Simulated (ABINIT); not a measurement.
# K2Pt (Fm-3m): G0W0 in ABINIT against the bands in the screening, part 2 of 2

Aim: move the bands in the screening of a G0W0 run on K2Pt (Fm-3m) over a wide range.

ABINIT 10.8.3; LDA and many-body steps on it, plane waves. Known limits of the many-body steps: not at the basis limit; no spin polarisation; d states lean on the start; no spin-orbit coupling; coarse k mesh.

So far. Step 2 (Screening, 2×2×2 mesh, 26 bands, screening to 106.1 eV): Local fields lower ε∞ by 36 %. On a Γ-centred mesh this coarse the value itself is usually too large, while a short band sum pulls it down. Step 5 (28 bands): The gap on the mesh goes from 1.31 eV to 2.38 eV, a correction of +1.08 eV.

**6. Screening, 2×2×2 mesh, 62 bands, screening to 106.1 eV**

This step: RPA screening on LDA, plane waves, norm-conserving pseudopotentials.

run.abi reads:

```
acell 3*1.0 Angstrom
rprim 
  -0.000000000000 3.781463140000 3.781463140000
  3.781463140000 -0.000000000000 3.781463140000
  3.781463140000 3.781463140000 -0.000000000000
ntypat 2
znucl 19 78
natom 3
typat 1 1 2
xred 
  0.750000000000 0.750000000000 0.750000000000
  0.250000000000 0.250000000000 0.250000000000
  0.000000000000 0.000000000000 0.000000000000
pp_dirpath "pseudos"
pseudos "K.upf, Pt.upf"
ecut 34
ngkpt 2 2 2
nshiftk 1
shiftk 0 0 0
kptopt 1
chksymbreak 0
istwfk *1
occopt 1
irdwfk 1
optdriver 3
nband 62
ecuteps 3.9
inclvkb 2
awtr 1
symchi 1
indata_prefix "in"
outdata_prefix "out"
tmpdata_prefix "tmp"
```

Started as:

```
OMP_NUM_THREADS=1 mpirun -n 4 abinit run.abi > log
```

The log of the run:

```text
.Version 10.8.3 of ABINIT. v10.8.2 released Aug 2026.

 Symmetries : space group Fm -3 m (#225); Bravais cF (face-center cubic)
[... echo of the input left out ...]
== DATASET  1 ==================================================================
-   mpi_nproc: 4, omp_nthreads: 1 (-1 if OMP is not activated)

--- !DatasetInfo
iteration_state: {dtset: 1, }
dimensions: {natom: 3, nkpt: 3, mband: 62, nsppol: 1, nspinor: 1, nspden: 1, mpw: 6934, }
cutoff_energies: {ecut:  34.0, pawecutdg:  -1.0, }
[...]
--------------------------------------------------------------------------------
[... chi0 elements left out ...]
 For q-point:  0.000010 0.000020 0.000030
  dielectric constant =   8.9083
  dielectric constant without local fields =  13.4360

  Average fulfillment of the sum rule on Im[epsilon] for q-point    1 :     38.72  [%]
[... wings left out ...]
  q-point number  2        q = ( 0.500000, 0.000000, 0.000000) [r.l.u.]
--------------------------------------------------------------------------------
[... chi0 elements left out ...]
  Average fulfillment of the sum rule on Im[epsilon] for q-point    2 :     47.35  [%]

 [... 1 further q-points ...]
```

Wall time 7.2 s (4 MPI ranks of Arm Neoverse V1, shared host); peak memory 0.81 GiB; 28 s of CPU time.

This step gave:

* ε∞ with local fields, on this mesh, along the program's q direction: 8.908
* the same without local fields: 13.44
* plasma frequency: 21.42 eV
* plane waves in the screening matrix: 283

**7. 62 bands**

This step: G0W0 on LDA, plane waves, norm-conserving pseudopotentials.

run.abi, as its differences from that of step 6:

```diff
@@ -24,8 +24,19 @@
 irdwfk 1
-optdriver 3
+optdriver 4
 nband 62
+gwcalctyp 0
+ecutsigx 34
+symsigma 1
+nkptgw 3
+kptgw 
+  0.5000000000 0.5000000000 0.0000000000
+  0.5000000000 0.0000000000 0.0000000000
+  0.0000000000 0.0000000000 0.0000000000
+bdgw 
+  16 20
+  17 21
+  16 21
 ecuteps 3.9
-inclvkb 2
-awtr 1
-symchi 1
+irdscr 1
+ppmodel 1
 indata_prefix "in"
```

The log of the run:

```text
.Version 10.8.3 of ABINIT. v10.8.2 released Aug 2026.

 Symmetries : space group Fm -3 m (#225); Bravais cF (face-center cubic)
[... echo of the input left out ...]
== DATASET  1 ==================================================================
-   mpi_nproc: 4, omp_nthreads: 1 (-1 if OMP is not activated)

--- !DatasetInfo
iteration_state: {dtset: 1, }
dimensions: {natom: 3, nkpt: 3, mband: 62, nsppol: 1, nspinor: 1, nspden: 1, mpw: 6934, }
cutoff_energies: {ecut:  34.0, pawecutdg:  -1.0, }
[...]
Minimum direct gap =   2.0755 [eV], located at k-point      :   0.5000  0.0000  0.0000
   Fundamental gap    =   1.9785 [eV], Top of valence bands at :   0.5000  0.5000  0.0000
                                       Bottom of conduction at :   0.5000  0.0000  0.0000

== END DATASET(S) ==============================================================
================================================================================

 -outvars: echo values of variables after computation  --------
           etotal      0.0000000000E+00
            nband          62
             nkpt           3
          spgroup         225
 [... the other variables as echoed above ...]

 Calculation completed.
```

Elapsed: 7.9 s, on 4 MPI ranks; peak memory 0.87 GiB.

This step gave:

* G0W0 gap on the points computed: 1.978 eV
* starting gap on the mesh: 1.306 eV
* k of the valence top: 0.5, 0.5, 0
* k of the conduction bottom: 0.5, 0, 0
* least direct G0W0 gap on the computed points: 2.075 eV

Against the run before, the gap moves by −0.404 eV.

**8. Screening, 2×2×2 mesh, 120 bands, screening to 106.1 eV**

This step: RPA screening on LDA, plane waves, norm-conserving pseudopotentials.

run.abi, as its differences from that of step 7:

```diff
@@ -24,19 +24,8 @@
 irdwfk 1
-optdriver 4
-nband 62
-gwcalctyp 0
-ecutsigx 34
-symsigma 1
-nkptgw 3
-kptgw 
-  0.5000000000 0.5000000000 0.0000000000
-  0.5000000000 0.0000000000 0.0000000000
-  0.0000000000 0.0000000000 0.0000000000
-bdgw 
-  16 20
-  17 21
-  16 21
+optdriver 3
+nband 120
 ecuteps 3.9
-irdscr 1
-ppmodel 1
+inclvkb 2
+awtr 1
+symchi 1
 indata_prefix "in"
```

The log of the run:

```text
.Version 10.8.3 of ABINIT. v10.8.2 released Aug 2026.

 Symmetries : space group Fm -3 m (#225); Bravais cF (face-center cubic)
[... echo of the input left out ...]
== DATASET  1 ==================================================================
-   mpi_nproc: 4, omp_nthreads: 1 (-1 if OMP is not activated)

--- !DatasetInfo
iteration_state: {dtset: 1, }
dimensions: {natom: 3, nkpt: 3, mband: 120, nsppol: 1, nspinor: 1, nspden: 1, mpw: 6934, }
cutoff_energies: {ecut:  34.0, pawecutdg:  -1.0, }
[...]
--------------------------------------------------------------------------------
[... chi0 elements left out ...]
 For q-point:  0.000010 0.000020 0.000030
  dielectric constant =   8.9926
  dielectric constant without local fields =  13.4933

  Average fulfillment of the sum rule on Im[epsilon] for q-point    1 :     59.89  [%]
[... wings left out ...]
  q-point number  2        q = ( 0.500000, 0.000000, 0.000000) [r.l.u.]
--------------------------------------------------------------------------------
[... chi0 elements left out ...]
  Average fulfillment of the sum rule on Im[epsilon] for q-point    2 :     66.85  [%]

 [... 1 further q-points ...]
```

It took 13 s on 4 MPI ranks; peak memory 0.95 GiB; 51 s of CPU time.

This step gave:

```yaml
eps_infinity_with_local_fields_on_this_mesh_along_the_program_s_q_direction: 8.993
the_same_without_local_fields: 13.49
plasma_frequency: 21.42 eV
plane_waves_in_the_screening_matrix: 283
```

**9. 120 bands**

This step: G0W0 on LDA, plane waves, norm-conserving pseudopotentials.

run.abi, as its differences from that of step 8:

```diff
@@ -24,8 +24,19 @@
 irdwfk 1
-optdriver 3
-nband 120
+optdriver 4
+nband 62
+gwcalctyp 0
+ecutsigx 34
+symsigma 1
+nkptgw 3
+kptgw 
+  0.5000000000 0.5000000000 0.0000000000
+  0.5000000000 0.0000000000 0.0000000000
+  0.0000000000 0.0000000000 0.0000000000
+bdgw 
+  16 20
+  17 21
+  16 21
 ecuteps 3.9
-inclvkb 2
-awtr 1
-symchi 1
+irdscr 1
+ppmodel 1
 indata_prefix "in"
```

The log of the run:

```text
.Version 10.8.3 of ABINIT. v10.8.2 released Aug 2026.

 Symmetries : space group Fm -3 m (#225); Bravais cF (face-center cubic)
[... echo of the input left out ...]
== DATASET  1 ==================================================================
-   mpi_nproc: 4, omp_nthreads: 1 (-1 if OMP is not activated)

--- !DatasetInfo
iteration_state: {dtset: 1, }
dimensions: {natom: 3, nkpt: 3, mband: 62, nsppol: 1, nspinor: 1, nspden: 1, mpw: 6934, }
cutoff_energies: {ecut:  34.0, pawecutdg:  -1.0, }
[...]
Minimum direct gap =   1.9187 [eV], located at k-point      :   0.5000  0.0000  0.0000
   Fundamental gap    =   1.8196 [eV], Top of valence bands at :   0.5000  0.5000  0.0000
                                       Bottom of conduction at :   0.5000  0.0000  0.0000

== END DATASET(S) ==============================================================
================================================================================

 -outvars: echo values of variables after computation  --------
           etotal      0.0000000000E+00
            nband          62
             nkpt           3
          spgroup         225
 [... the other variables as echoed above ...]

 Calculation completed.
```

The job ended after 7.9 s (4 MPI ranks; peak memory 0.87 GiB).

This step gave:

```
G0W0 gap on the points computed              : 1.820 eV
starting gap on the mesh                     : 1.306 eV
k of the valence top                         : 0.5, 0.5, 0
k of the conduction bottom                   : 0.5, 0, 0
least direct G0W0 gap on the computed points : 1.919 eV
```

Against the run before, the gap moves by −0.158 eV.

**10. The runs together**

Times are wall times on 4 MPI ranks of Arm Neoverse V1, shared host, good to a factor of about two. A run's time includes the screening step that it read.

| run | mesh | bands | screening cutoff (eV) | DFT gap (eV) | gap on the mesh (eV) | direct (eV) | ε∞ used | time |
| --- | --- | --- | --- | --- | --- | --- | --- | --- |
| 26 bands | 2×2×2 | 62 | 106.1 | 1.306 | 2.518 | 2.624 | 8.31 | 12 s |
| 28 bands | 2×2×2 | 62 | 106.1 | 1.306 | 2.382 | 2.480 | 8.40 | 12 s |
| 62 bands | 2×2×2 | 62 | 106.1 | 1.306 | 1.978 | 2.075 | 8.91 | 15 s |
| 120 bands | 2×2×2 | 62 | 106.1 | 1.306 | 1.820 | 1.919 | 8.99 | 21 s |

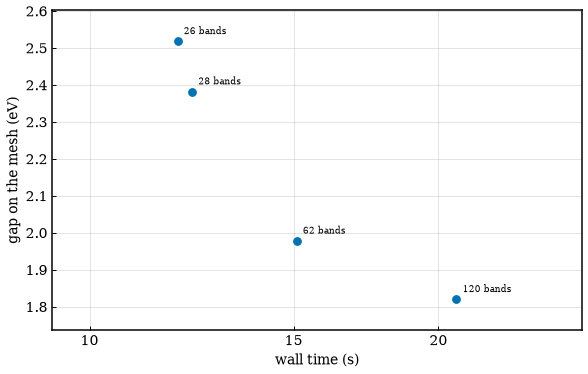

Result against wall time.

**11. What came out**

```json
{"26 bands": "2.518 eV", "28 bands": "2.382 eV", "62 bands": "1.978 eV", "120 bands": "1.820 eV", "known limits": "not at the basis limit; no spin polarisation; d states lean on the start; no spin-orbit coupling; coarse k mesh"}
```

**Reading.** The setting moved: bands in the screening. From 26 bands to 120 bands the gap moves by −0.70 eV. The last step still moves it by −0.158 eV. Bands and screening cutoff are coupled, so a series along one setting does not show full convergence. Bands and cutoff are finite, so the gap is not at the basis limit. The miss can reach some tenths of an eV and take either sign; the mesh is an error of its own. The 2×2×2 mesh is coarse for this cell, which bears on the long-range parts of exchange and screening. The runs have no spin polarisation. For a closed low-spin shell that is the natural state; where a d or f shell is open it is a constraint, and the gap is then not the crystal's own. With d states at the gap, one-shot GW leans hard on its start. The many-body steps are scalar-relativistic: spin-orbit coupling is not in them.

[Paths, hosts, dates, memory and timing lines, banners, echoed tables and standing remarks are left out of the program output.]

[Logs are printed without paths, hosts, clocks, repeated set-up lines and the standing remarks that a program may print on its own settings, such as how far it seeks lower states.]

[Runs of the session that timed out or met a known fault of the program may be left out.]

[Hosts, paths, dates, database ids (printed as entryN), source tags and the programs' standing remarks are cut or masked in the printed files.]

[G0W0 gaps are taken among the corrected bands and points alone; a level outside them can change the order at an edge.]

[Where Ansatz stands beside ABINIT at settings called matched, ABINIT's density can come from a denser mesh and the files from another edition; pairs whose starting gaps differed by over 0.03 eV were left out, so agreement reads better than it is.]
